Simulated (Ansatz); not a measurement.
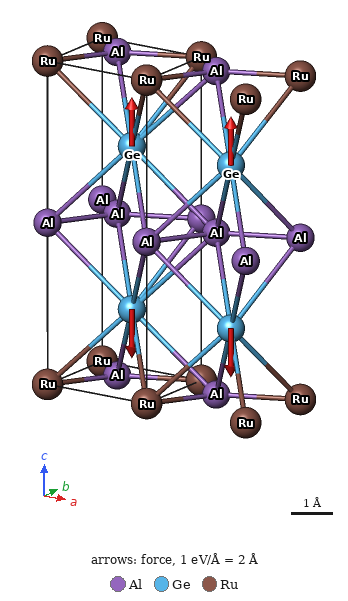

Starting geometry of a crystal of Al$_{3}$Ge$_{2}$Ru (a generated structure, set up in P-6m2) (coarse preliminary run) with the computed forces as red arrows. Style: ball-and-stick. Shown: the cell of the calculation, repeated 2 × 1 × 1 with one cell outlined, slightly off an axis.

All numbers below come from Ansatz 0.2.0, DFT PBE, scalar-relativistic, plane waves, PAW.

Input file:
```yaml
crystal:
  lattice:
    - [3.88793429, 0.0, 0.0]
    - [-1.94396714, 3.36704986, 0.0]
    - [0.0, 0.0, 8.16626549]
  atoms:
    - { symbol: Al, position: [0.0, 0.0, 0.5] }
    - { symbol: Al, position: [0.33333333, 0.66666667, 0.0] }
    - { symbol: Al, position: [0.33333333, 0.66666667, 0.5] }
    - { symbol: Ge, position: [0.66666667, 0.33333333, 0.247867] }
    - { symbol: Ge, position: [0.66666667, 0.33333333, 0.752133] }
    - { symbol: Ru, position: [0.0, 0.0, 0.0] }
basis:
  ecutwfc: 420
kpoints:
  mp_grid: { grid: [6, 6, 2] }
hamiltonian:
  xc: pbe
scf:
  occupations: { method: gaussian, width: 0.1 }
  lower_state_search: "off"
output:
  forces: true
  stress: true
  eigenvalues: true
relax:
  adjacent_minimum: "off"
  f_tol: 0.04
  max_steps: 70
  cell: { stress_tol: 0.4 }
```

Run as
```bash
ansatz run input.yaml --threads 1 --pin off --max-ram 2560MiB --backend cpu --events-out ev --progress --plain --runs-dir out
```

> Is this structure relaxed? If not, where do the atoms go?

It isn't relaxed: the largest force vector, on Ge atoms, is 0.62 eV/Å. The atoms end up moving mostly along the starting forces (cosine between the two patterns 1.00). Over 7 accepted moves (9 points after the start) the energy falls by 441 meV per atom. The largest force component goes from 0.62 to 0.0071 eV/Å. The pressure goes from 11.39 to −0.01 GPa. The SCF was repeated twice at an unchanged geometry on a basis and grid sized afresh for the cell, which shifted the energy by 3.6 meV per atom at most. The largest moves relative to the cell, 0.14 Å, are those of Ge4 and Ge5. Ge4 goes along −c. Al and Ru stay in place. Cell: a = b 3.888 → 4.341 Å (+11.7 %), c 8.166 → 6.381 Å (−21.9 %). Volume −2.6 %. Among the contacts that change: Al2–Ru6 2.245 → 2.506 Å, Al1–Al3 2.245 → 2.506 Å, Al2–Ge4 3.023 → 2.893 Å, Ge4–Ru6 3.023 → 2.893 Å. Bond angles that change, for instance: Ru6–Ge4–Ru6 80.1° → 97.2°. The space group stays P-6m2 (No. 187). The run took 42 s on 1 thread of Arm Neoverse V2, with other jobs on the host, peak memory 0.36 GiB.

Limits of the set-up: the k-point mesh is coarse for a cell with partly filled bands.
